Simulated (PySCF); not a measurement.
Vertical excitations of a molecule C3H8ClNSi from PySCF 2.14.0 with TDA-PBE0/def2-SVPD, as energy in eV (oscillator strength): 4.40 (0.004), 6.45 (0.042), 6.49 (0.000), 6.69 (0.004), 7.03 (0.072), 7.43 (0.025), 7.52 (0.201), 7.53 (0.065), 7.63 (0.161), 7.82 (0.013). Lowest triplet (TDA): 3.49 eV. Geometry optimised at PBE0-D3(BJ)/def2-SVP. One conformer was computed; it need not be the lowest.

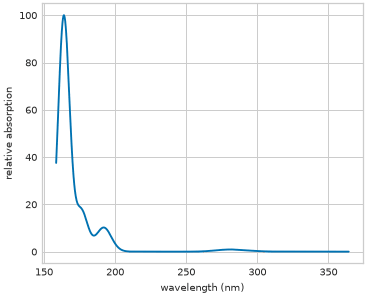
Figure. The lines broadened by 0.4 eV.

Problem. Identify the compound among the candidates.
A. C/N=C/[Si@@H](C)Cl
B. CN1C[SiH](Cl)C1
C. C=C(C)[Si@@H](N)Cl
D. CC/N=C/[SiH2]Cl

Solution. A, C/N=C/[Si@@H](C)Cl
